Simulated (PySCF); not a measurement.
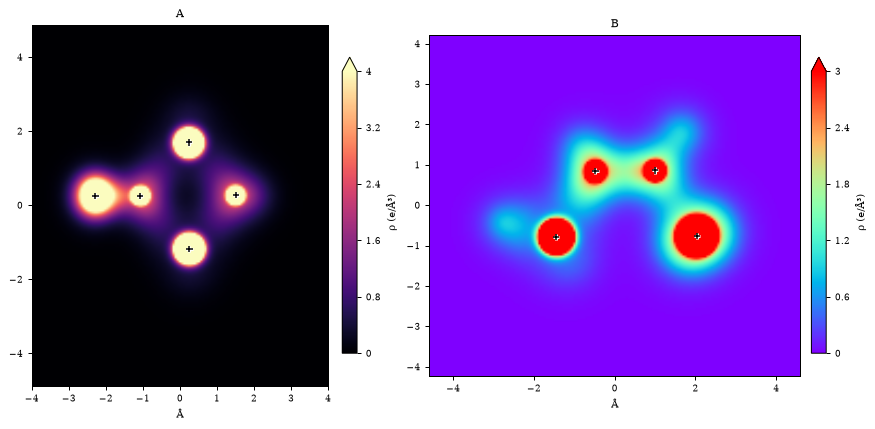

The total electron density of 2 systems, each on a plane through atoms (crosses mark nuclei in the plane).

Method: wB97X-D/def2-SVPD, SCF density, gas phase in PySCF 2.14.0.

System 1: C4H8OSi2, the plane of atoms C4, Si3 and C6. Geometry: GFN2-xTB.

```json
{"atom": "C", "x (Å)": "-2.2836", "y (Å)": "-0.7666", "z (Å)": "-0.4532"}
{"atom": "C", "x (Å)": "-1.9801", "y (Å)": "0.2295", "z (Å)": "0.3670"}
{"atom": "Si", "x (Å)": "-0.2607", "y (Å)": "0.6006", "z (Å)": "1.0264"}
{"atom": "C", "x (Å)": "1.0372", "y (Å)": "-0.8077", "z (Å)": "0.8470"}
{"atom": "Si", "x (Å)": "2.0777", "y (Å)": "-0.0013", "z (Å)": "-0.5484"}
{"atom": "C", "x (Å)": "0.8599", "y (Å)": "1.5128", "z (Å)": "-0.3074"}
{"atom": "O", "x (Å)": "0.8238", "y (Å)": "2.6164", "z (Å)": "-0.7881"}
{"atom": "H", "x (Å)": "-3.2817", "y (Å)": "-0.9199", "z (Å)": "-0.8347"}
{"atom": "H", "x (Å)": "-1.5449", "y (Å)": "-1.4809", "z (Å)": "-0.7795"}
{"atom": "H", "x (Å)": "-2.7677", "y (Å)": "0.9162", "z (Å)": "0.6538"}
{"atom": "H", "x (Å)": "-0.3466", "y (Å)": "1.2372", "z (Å)": "2.3432"}
{"atom": "H", "x (Å)": "1.6058", "y (Å)": "-0.9747", "z (Å)": "1.7596"}
{"atom": "H", "x (Å)": "0.6152", "y (Å)": "-1.7759", "z (Å)": "0.5874"}
{"atom": "H", "x (Å)": "1.9624", "y (Å)": "-0.6443", "z (Å)": "-1.8562"}
{"atom": "H", "x (Å)": "3.4789", "y (Å)": "0.2664", "z (Å)": "-0.2332"}
```

System 2: C4H8BrFSi, the plane of atoms C3, C5 and Br7. Geometry: GFN2-xTB.

```yaml
atoms:
  - { symbol: C, position_ang: [2.2776, -0.3686, 0.2105] }
  - { symbol: Si, position_ang: [0.8034, 0.7140, 0.7003] }
  - { symbol: C, position_ang: [-0.5731, 0.4382, -0.5766] }
  - { symbol: C, position_ang: [-2.0306, 0.4784, -0.1656] }
  - { symbol: C, position_ang: [-1.3948, -0.7972, -0.5795] }
  - { symbol: F, position_ang: [-1.7580, -1.3460, -1.7656] }
  - { symbol: Br, position_ang: [-1.1044, -2.2105, 0.7028] }
  - { symbol: H, position_ang: [2.0299, -1.4257, 0.2556] }
  - { symbol: H, position_ang: [3.1182, -0.2000, 0.8761] }
  - { symbol: H, position_ang: [2.6096, -0.1485, -0.8010] }
  - { symbol: H, position_ang: [1.1190, 2.1443, 0.6210] }
  - { symbol: H, position_ang: [0.2896, 0.3858, 2.0320] }
  - { symbol: H, position_ang: [-0.3706, 0.8185, -1.5722] }
  - { symbol: H, position_ang: [-2.7565, 0.9114, -0.8392] }
  - { symbol: H, position_ang: [-2.2640, 0.6139, 0.8799] }
```

### Match each panel to its system.

Panel A is system 1, C4H8OSi2: the plane holds Si, C and O. C–O (1.20 Å): ρ is about 3.4 e/Å³ halfway. Panel B is system 2, C4H8BrFSi: the plane holds Si, C and Br. C–C (1.48 Å): ρ at the midpoint is about 1.7 e/Å³.
